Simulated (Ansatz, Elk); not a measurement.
# Bonding as seen by X-rays: BaCu3N

The structure of BaCu3N used here is made up (a known structure type with other elements) and was relaxed beforehand with PBEsol. The aim is the Fourier transform of its all-electron density, F(hkl), set beside the sum over free spherical atoms that refinements use.

Calculated with Elk 11.2.3 (patched build); DFT, PBE, all-electron APW+lo, Dirac cores, scalar-relativistic bands, static density, no spin.

The structure was built from a prototype and need not be the compound's stable phase.

### 1. The starting structure

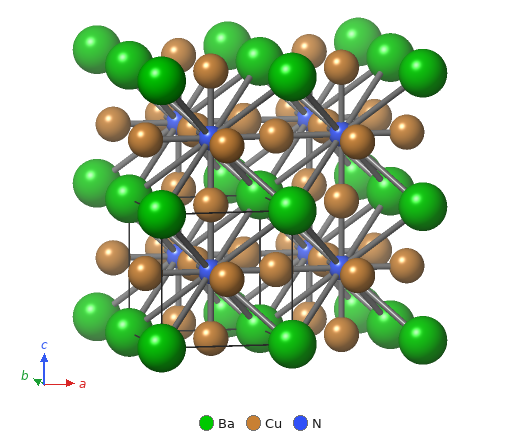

The cell as given, slightly off an axis (barium green, copper orange, nitrogen blue). 2×2×2 cells are drawn. Some periodic images of atoms are drawn too.

Structure file:

```cif
data_structure
_symmetry_space_group_name_H-M 'P 1'
_symmetry_Int_Tables_number 1
_cell_length_a 4.3036
_cell_length_b 4.3036
_cell_length_c 4.3036
_cell_angle_alpha 90.000
_cell_angle_beta 90.000
_cell_angle_gamma 90.000
_cell_volume 79.71
loop_
_atom_site_label
_atom_site_type_symbol
_atom_site_fract_x
_atom_site_fract_y
_atom_site_fract_z
_atom_site_occupancy
Ba1 Ba 0.00000 0.00000 0.00000 1
Cu2 Cu 0.50000 0.00000 0.50000 1
Cu3 Cu 0.50000 0.50000 0.00000 1
Cu4 Cu 0.00000 0.50000 0.50000 1
N5 N 0.50000 0.50000 0.50000 1
```

### 2. Ground state and structure factors

An all-electron density is needed, since X-rays see the cores too. Task 0 finds the density and task 195 Fourier-transforms it; tshift is off so that phases refer to the origin typed.

Input file elk.in:

```
tasks
  0
  195

xctype
  20

spinpol
  .false.

rgkmax
  7.0

gmaxvr
  14.0

lmaxo
  7

lmaxapw
  8

swidth
  0.002

tshift
  .false.

ramdisk
  .false.

hmaxvr
  5.5

maxscl
  120

epspot
  1e-06

sppath
  './'

avec
  8.13261971120 0.00000000000 -0.00000000000
  0.00000000000 8.13261971120 -0.00000000000
  -0.00000000000 -0.00000000000 8.13261971120

atoms
  3
  'Ba.in'
  1
  -0.0000000000 -0.0000000000 -0.0000000000   0.000000 0.000000 0.000000
  'Cu.in'
  3
  0.5000000000 -0.0000000000 0.5000000000   0.000000 0.000000 0.000000
  0.5000000000 0.5000000000 0.0000000000   0.000000 0.000000 0.000000
  -0.0000000000 0.5000000000 0.5000000000   0.000000 0.000000 0.000000
  'N.in'
  1
  0.5000000000 0.5000000000 0.5000000000   0.000000 0.000000 0.000000

ngridk
  5 5 5
```

On the command line:

```console
$ OMP_NUM_THREADS=4 elk
```

Numbers of over 12 decimals in the logs are rounded to 6 here.

What it wrote:

```text
┌─────────────────────────┐
│ Elk code version 11.2.3 │
└─────────────────────────┘

All units are atomic (Hartree, Bohr, etc.)

┌─────────────────────────────────────────────────┐
│ Ground-state run starting from atomic densities │
└─────────────────────────────────────────────────┘

Lattice vectors :
   8.132619711       0.000000000      -0.000000000
   0.000000000       8.132619711      -0.000000000
  -0.000000000      -0.000000000       8.132619711

Reciprocal lattice vectors :
  0.7725905711       0.000000000       0.000000000
   0.000000000      0.7725905711       0.000000000
   0.000000000       0.000000000      0.7725905711

Unit cell volume      :    537.8874288
Brillouin zone volume :   0.4611563687

Muffin-tin inner radius fraction :   0.1000000000E-01

Nuclei treated as point charges

Species : 1 (Ba)
 parameters loaded from : Ba.in
 name : barium
 nuclear charge    :   -56.00000000
 electronic charge :    56.00000000
 atomic mass :    250331.8071
 muffin-tin radius :    2.800000000
 number of radial points in muffin-tin :   1393
 inner part over the whole radius :   0.9950032293E-02
 number on inner part of muffin-tin    :    996
 approximate nuclear radius :   0.9171481901E-04
 number of mesh points to nuclear radius :    504
 atomic positions (lattice), magnetic fields (Cartesian) :
  1 :   0.00000000  0.00000000  0.00000000    0.00000000  0.00000000  0.00000000

Species : 2 (Cu)
 parameters loaded from : Cu.in
 name : copper
 nuclear charge    :   -29.00000000
 electronic charge :    29.00000000
 atomic mass :    115837.2717
 muffin-tin radius :    2.295034203
 number of radial points in muffin-tin :    993
 inner part over the whole radius :   0.9867405874E-02
 number on inner part of muffin-tin    :    700
 approximate nuclear radius :   0.7406004541E-04
 number of mesh points to nuclear radius :    337
 atomic positions (lattice), magnetic fields (Cartesian) :
  1 :   0.50000000  0.00000000  0.50000000    0.00000000  0.00000000  0.00000000
  2 :   0.50000000  0.50000000  0.00000000    0.00000000  0.00000000  0.00000000
  3 :   0.00000000  0.50000000  0.50000000    0.00000000  0.00000000  0.00000000

Species : 3 (N)
 parameters loaded from : N.in
 name : nitrogen
 nuclear charge    :   -7.000000000
 electronic charge :    7.000000000
 atomic mass :    25532.65216
 muffin-tin radius :    1.721275652
 number of radial points in muffin-tin :    593
 inner part over the whole radius :   0.9813963924E-02
 number on inner part of muffin-tin    :    406
 approximate nuclear radius :   0.4939692610E-04
 number of mesh points to nuclear radius :    170
 atomic positions (lattice), magnetic fields (Cartesian) :
  1 :   0.50000000  0.50000000  0.50000000    0.00000000  0.00000000  0.00000000

Total number of atoms per unit cell :    5
Total muffin-tin volume :    265.2210704
 ratio of muffin-tin to unit cell volume :   0.4930791393

Spin treatment :
 spin-unpolarised

Number of Bravais lattice symmetries :   48
Number of crystal symmetries         :   48
Crystal has inversion symmetry
Real symmetric eigensolver will be used

k-point grid :      5     5     5
k-point offset :    0.000000000       0.000000000       0.000000000
k-point set is reduced with full crystal symmetry group
Total number of k-points :       10

Muffin-tin radius times maximum |G+k| :    7.000000000
 using average radius
Maximum |G+k| for APW functions       :    3.068458646
Maximum (1/2)|G+k|²                   :    4.707719232
Maximum |G| for potential and density :    14.00000000
Constant for pseudocharge density :   10
 order of it for each species :   17  17  17
 order of it for pair densities of each species (exact exchange by exxq0 0: 18) :   15  10   4
Radial integration step length :    1

G-vector grid sizes :     40    40    40
Number of G-vectors :    24885

Maximum angular momentum used for
 APW functions            :    8
 outer part of muffin-tin :    7
 inner part of muffin-tin :    2

Total nuclear charge    :   -150.0000000
[...]
exchange                    :     -397.71082273146
 correlation                 :     -7.466597
 electron entropic           :    -0.10623153866100E-02
 total energy                :     -13159.490463034

Density of states at Fermi energy :    83.61673970
 (states/Hartree/unit cell)

Estimated indirect band gap :   0.4406555053E-02
 from k-point 8 to k-point 9
Estimated direct band gap   :   0.1371048290E-01
 at k-point 9

Charges :
 core                        :    74.00000000
 valence                     :    76.00000000
 interstitial                :    7.349292586
 muffin-tins (core leakage)
  species : 1 (Ba)
   atom 1                    :    54.33507842     (  0.5207411746E-05)
  species : 2 (Cu)
[...]
species : 3 (N)
[...]
total in muffin-tins        :    142.6507074
 total calculated charge     :    149.9977082
 total charge                :    150.0000000
 error                       :   0.2291787519E-02

RMS change in Kohn-Sham potential (target) :   0.9141945899     (  0.1000000000E-05)
Absolute change in total energy (target)   :    1.063297241     (  0.1000000000E-03)

[... loops 3 to 19 left out ...]

┌──────────────────┐
│ Loop number : 20 │
└──────────────────┘

Energies :
 Fermi                       :     0.296228
 sum of occupied eigenvalues :     -7874.5495100881
 electron kinetic            :      13792.976797774
 core electron kinetic       :      12963.632539930
 Coulomb                     :     -26543.941827389
 Coulomb potential           :     -21135.952315333
 nuclear-nuclear             :     -1571.2250015398
 electron-nuclear            :     -28848.176598941
 Hartree                     :      3875.4597730918
 Madelung                    :     -15975.965669722
 xc potential                :     -531.57399252892
 exchange                    :     -400.64163390933
 correlation                 :     -7.488904
 electron entropic           :    -0.11401348605511E-02
 total energy                :     -13159.096707731

Density of states at Fermi energy :    91.08969788
 (states/Hartree/unit cell)

Estimated indirect band gap :   0.1693340685E-02
 from k-point 7 to k-point 2
Estimated direct band gap   :   0.1837121774E-01
 at k-point 9

Charges :
 core                        :    74.00000000
 valence                     :    76.00000000
 interstitial                :    6.186593167
 muffin-tins (core leakage)
  species : 1 (Ba)
[...]
species : 2 (Cu)
[...]
species : 3 (N)
[...]
total in muffin-tins        :    143.8134068
 total calculated charge     :    149.9980263
 total charge                :    150.0000000
 error                       :   0.1973659054E-02

RMS change in Kohn-Sham potential (target) :   0.1559169084E-06 (  0.1000000000E-05)
Absolute change in total energy (target)   :   0.1308317587E-04 (  0.1000000000E-03)

Convergence targets achieved

┌──────────────────┐
│ Loop number : 21 │
└──────────────────┘

Energies :
 Fermi                       :     0.296228
 sum of occupied eigenvalues :     -7874.5494897838
 electron kinetic            :      13792.976808615
 core electron kinetic       :      12963.632544008
 Coulomb                     :     -26543.941829371
 Coulomb potential           :     -21135.952314020
 nuclear-nuclear             :     -1571.2250015398
 electron-nuclear            :     -28848.176602556
 Hartree                     :      3875.4597747240
 Madelung                    :     -15975.965672362
 xc potential                :     -531.57398437941
 exchange                    :     -400.64163412119
 correlation                 :     -7.488904
 electron entropic           :    -0.11401345760687E-02
 total energy                :     -13159.096699071

Density of states at Fermi energy :    91.08967559
 (states/Hartree/unit cell)

Estimated indirect band gap :   0.1693349062E-02
 from k-point 7 to k-point 2
Estimated direct band gap   :   0.1837120274E-01
 at k-point 9

Charges :
 core                        :    74.00000000
 valence                     :    76.00000000
 interstitial                :    6.186592826
 muffin-tins (core leakage)
  species : 1 (Ba)
[...]
species : 2 (Cu)
[...]
atom 2                    :    27.94128485     (  0.2829147722E-03)
   atom 3                    :    27.94128485     (  0.2829147722E-03)
  species : 3 (N)
   atom 1                    :    6.056708015     (  0.1603516699E-06)
 total in muffin-tins        :    143.8134072
 total calculated charge     :    149.9980263
 total charge                :    150.0000000
 error                       :   0.1973659161E-02

┌──────────────────────────────┐
│ Self-consistent loop stopped │
└──────────────────────────────┘

Warning : core states of species 2 leak from the muffin-tin :   0.2829147722E-03

Wrote STATE.OUT
```

The job ended after 21 s (4 threads of Intel Xeon Platinum 8488C (Sapphire Rapids), shared host; peak memory 0.24 GiB; 51 s of CPU time).

SFACRHO.OUT:

```text

h k l indices transformed by vhmat matrix:
   1.000000000       0.000000000       0.000000000    
   0.000000000       1.000000000       0.000000000    
   0.000000000       0.000000000       1.000000000    

      h      k      l  multipl.   |H|            Re(F)            Im(F)           |F|

      0      0      0      1   0.0000000       150.00000      0.58767019E-16   150.00000    
      0      1      0      6  0.77259057       17.732131     -0.17682687E-13   17.732131    
      0     -1      1     12   1.0926081       27.583090     -0.60405131E-14   27.583090    
      1     -1     -1      8   1.3381661       109.39397     -0.13588207E-13   109.39397    
     -2      0      0      6   1.5451811       112.69653     -0.30479945E-13   112.69653    
     -1      0     -2     24   1.7275650       16.074484      0.27135611E-13   16.074484    
     -2      1      1     24   1.8924527       22.729079      0.17605298E-13   22.729079    
     -2      2      0     12   2.1852161       96.058433      0.92700521E-14   96.058433    
     -2     -1      2     24   2.3177717       15.326092      0.23115850E-13   15.326092    
      3      0      0      6   2.3177717       15.478244     -0.54825719E-13   15.478244    
     -3      0     -1     24   2.4431459       20.338348      0.44577615E-14   20.338348    
     -3     -1      1     24   2.5623930       82.665569     -0.47636674E-13   82.665569    
      2      2      2      8   2.6763322       85.220121      0.69812203E-13   85.220121    
      0     -2     -3     24   2.7856149       14.930979      0.33299336E-13   14.930979    
     -2      3      1     48   2.8907692       19.133968      0.95039944E-14   19.133968    
      0      0      4      6   3.0903623       77.178424      0.40511837E-13   77.178424    
      0      4     -1     24   3.1854725       14.440675     -0.76129568E-16   14.440675    
      3      2      2     24   3.1854725       14.469864     -0.20224892E-13   14.469864
```

Elk indexes on the primitive cell of elk.in and gives |H| = 4π sin θ/λ in inverse bohr. Below, one row stands for each form hkl of the conventional cell (m members, Friedel mates merged), F is for one primitive cell and the density is static (no thermal factor). Free-atom factors are Waasmaier and Kirfel's, and R is Σm||F|−|F'||/Σm|F|.

```
hkl   m  sin θ/λ (Å⁻¹)  abs F, DFT  neutral atoms   diff.
100   6          0.116      17.732         17.558  +0.174
110  12          0.164      27.583         27.214  +0.369
111   8          0.201     109.394        110.450  -1.056
200   6          0.232     112.697        113.635  -0.938
210  24          0.260      16.075         15.831  +0.243
211  24          0.285      22.729         22.395  +0.334
220  12          0.329      96.058         96.634  -0.576
221  24          0.348      15.326         15.198  +0.128
300   6          0.348      15.478         15.198  +0.280
310  24          0.367      20.338         20.330  +0.008
311  24          0.385      82.666         82.874  -0.209
222   8          0.403      85.220         85.395  -0.175
320  24          0.419      14.931         14.828  +0.103
321  48          0.435      19.134         19.144  -0.010
400   6          0.465      77.178         77.188  -0.009
410  24          0.479      14.441         14.449  -0.008
322  24          0.479      14.470         14.449  +0.021
330  12          0.493      18.238         18.268  -0.030
411  24          0.493      18.310         18.268  +0.042
331  24          0.506      68.558         68.455  +0.103
420  24          0.520      70.936         70.835  +0.101
421  48          0.532      14.011         14.028  -0.017
```

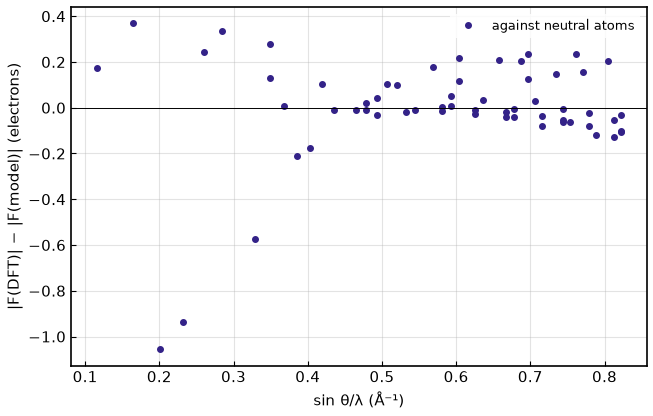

Difference between the calculated structure factors and the independent-atom ones.

### 3. The highest occupied states alone

An energy window below the Fermi level keeps the highest occupied states, to see at which angles they scatter; shallow core shells can lie inside it and anion s states outside. No new self-consistency is needed.

elk.in: that of step 2 with these lines changed.

```diff
@@ -1,3 +1,2 @@
 tasks
-  0
   195
@@ -40,2 +39,5 @@
 
+wsfac
+  -0.071260 0.596230
+
 sppath
```

On the command line:

```console
$ OMP_NUM_THREADS=4 elk
```

What it wrote:

```text
┌─────────────────────────────────┐
│ Elk code version 11.2.3 started │
└─────────────────────────────────┘

Info(readinput): the functional depends on the density's gradient
 muffin-tin radial points multiplied by    2.00000
 (not where nrmtscf is given)

┌────────────────────┐
│ Current task : 195 │
└────────────────────┘
Info(checkmt): changed muffin-tin radius of species 2 (Cu) from   2.4000 to   2.2950
Info(checkmt): changed muffin-tin radius of species 3 (N) from   1.8000 to   1.7213

Info(sfacrho): density structure factors written to SFACRHO.OUT

 Energy window :  -0.7126000000E-01  0.5962300000

┌──────────────────┐
│ Elk code stopped │
└──────────────────┘
```

Elapsed: 6.8 s, on 4 threads; peak memory 0.15 GiB; 9.2 s of CPU time.

States within 10 eV below the Fermi level hold 38.00 electrons; any levels below the window count with the cores. Their amplitudes can exceed the total, where window and core parts have opposite phase:

```
hkl  sin θ/λ (Å⁻¹)  abs F, window  abs F, all
100          0.116         11.100      17.732
110          0.164          5.338      27.583
111          0.201         18.480     109.394
200          0.232         19.517     112.697
210          0.260          6.519      16.075
211          0.285          3.831      22.729
220          0.329         13.337      96.058
221          0.348          4.533      15.326
300          0.348          4.348      15.478
310          0.367          3.197      20.338
```

### 4. Another functional

The difference from free atoms is small, so it is set against the change that LDA (Perdew-Wang) makes.

elk.in: that of step 3 with these lines changed.

```diff
@@ -1,2 +1,3 @@
 tasks
+  0
   195
@@ -4,3 +5,3 @@
 xctype
-  20
+  3
 
@@ -39,5 +40,2 @@
 
-wsfac
-  -0.071260 0.596230
-
 sppath
```

On the command line:

```console
$ OMP_NUM_THREADS=4 elk
```

What it wrote:

```text
┌─────────────────────────┐
│ Elk code version 11.2.3 │
└─────────────────────────┘

All units are atomic (Hartree, Bohr, etc.)

┌─────────────────────────────────────────────────┐
│ Ground-state run starting from atomic densities │
└─────────────────────────────────────────────────┘

Lattice vectors :
   8.132619711       0.000000000      -0.000000000
   0.000000000       8.132619711      -0.000000000
  -0.000000000      -0.000000000       8.132619711

Reciprocal lattice vectors :
  0.7725905711       0.000000000       0.000000000
[...]
species : 1 (Ba)
[...]
species : 2 (Cu)
[...]
atom 3                    :    27.95861082     (  0.2941342978E-03)
  species : 3 (N)
   atom 1                    :    6.030362425     ( -0.3917379992E-05)
 total in muffin-tins        :    143.8296567
 total calculated charge     :    149.9980040
 total charge                :    150.0000000
 error                       :   0.1996003456E-02

┌──────────────────────────────┐
│ Self-consistent loop stopped │
└──────────────────────────────┘

Warning : core states of species 2 leak from the muffin-tin :   0.2941342978E-03

Wrote STATE.OUT
[key lines of the parts left out:]
total energy                :     -13144.833575526
```

It took 12 s on 4 threads; peak memory 0.19 GiB.

Against the first run R = 0.04 %; the largest change is -0.049 at 220.

### 5. Basis size

A smaller basis shows how fast F responds to it; the change is likely larger than the basis error of the first run, but doesn't show convergence.

elk.in: that of step 4 with these lines changed.

```diff
@@ -5,3 +5,3 @@
 xctype
-  3
+  20
 
@@ -11,3 +11,3 @@
 rgkmax
-  7.0
+  5.5
```

On the command line:

```console
$ OMP_NUM_THREADS=4 elk
```

What it wrote:

```text
┌─────────────────────────┐
│ Elk code version 11.2.3 │
└─────────────────────────┘

All units are atomic (Hartree, Bohr, etc.)

┌─────────────────────────────────────────────────┐
│ Ground-state run starting from atomic densities │
└─────────────────────────────────────────────────┘

Lattice vectors :
   8.132619711       0.000000000      -0.000000000
   0.000000000       8.132619711      -0.000000000
  -0.000000000      -0.000000000       8.132619711

Reciprocal lattice vectors :
  0.7725905711       0.000000000       0.000000000
[...]
species : 1 (Ba)
[...]
species : 2 (Cu)
[...]
atom 3                    :    27.88949808     (  0.2828022812E-03)
  species : 3 (N)
   atom 1                    :    5.985956213     (  0.1577175164E-06)
 total in muffin-tins        :    143.5706785
 total calculated charge     :    149.9981827
 total charge                :    150.0000000
 error                       :   0.1817301351E-02

┌──────────────────────────────┐
│ Self-consistent loop stopped │
└──────────────────────────────┘

Warning : core states of species 2 leak from the muffin-tin :   0.2828022812E-03

Wrote STATE.OUT
[key lines of the parts left out:]
total energy                :     -13158.898316208
```

The job ended after 18 s (4 threads; peak memory 0.23 GiB).

Against the first run R = 0.05 %; the largest change is -0.092 at 200.

### 6. Settings against the effect

```
              run  R against the first run (%)  R against neutral atoms, low angle (%)  wall time
    PBE, rgkmax 7                         0.00                                    1.14       21 s
LDA (Perdew-Wang)                         0.04                                    1.15       12 s
       rgkmax 5.5                         0.05                                    1.18       18 s
```

### 7. What came out

| Quantity | Value |
| --- | --- |
| R against neutral atoms, sin θ/λ < 0.3 Å⁻¹ | 1.14 % |
| R against neutral atoms, 0.3 to 0.82 Å⁻¹ | 0.30 % |

In words: Independent neutral atoms miss the calculated amplitudes by R = 1.14 % below 0.3 Å⁻¹ and 0.30 % from there to 0.82 Å⁻¹; by shells, 0.98 % below 0.15 Å⁻¹ (1 form), 1.15 % 0.15 to 0.3 (5 forms), 0.35 % 0.3 to 0.45 (8 forms), 0.29 % above 0.45 (46 forms). Bonding, aspherical density and the tables' own atoms all enter these figures, and the runs don't part them. The largest change of an amplitude is -1.06 electrons, at 111. The window's part falls from 38.0 electrons at the origin to at most 7.41 between 0.45 and 0.82 Å⁻¹, where compact states inside the window still scatter. Below 0.3 Å⁻¹ the changes that finished (LDA (Perdew-Wang) and rgkmax 5.5) move F by R = 0.11 % at most, against the 1.14 % that separates it from free atoms. The k-mesh has no finished test. These runs have no spin, though d or f shells may be open. Part of the difference isn't bonding: the tables are fits to free atoms and ions calculated by other methods than this functional. Thermal motion, anomalous dispersion and extinction are left out.

[Logs are printed without paths, hosts, clocks, repeated set-up lines and the standing remarks that a program may print on its own settings, such as how far it seeks lower states.]

[Hosts, paths, dates, database ids (printed as entryN), source tags and the programs' standing remarks are cut or masked in the printed files.]
